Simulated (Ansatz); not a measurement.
Consider ZnSiP$_{2}$ in the chalcopyrite structure (space group I-42d, No. 122; a = 5.353 Å, c = 10.445 Å).

One thing is altered: every lattice vector is stretched by 3.00 %, atoms relaxed at fixed cell.

Method: PBEsol/PAW in Ansatz (a quantum-chemistry and plane-wave program), without spin-orbit coupling.

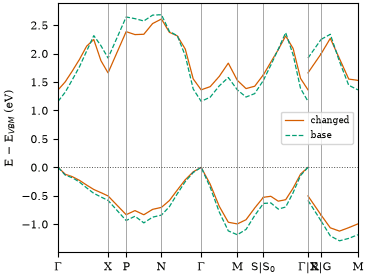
Figure. Highest valence and lowest conduction band along the path, each from its own valence-band maximum

Task: From the figure, how large is the changed gap, and is it direct?

Result: About 1.36 eV, direct at Γ.

The cells carry an imposed strain or load. Whether these cells are dynamically stable was not tested.
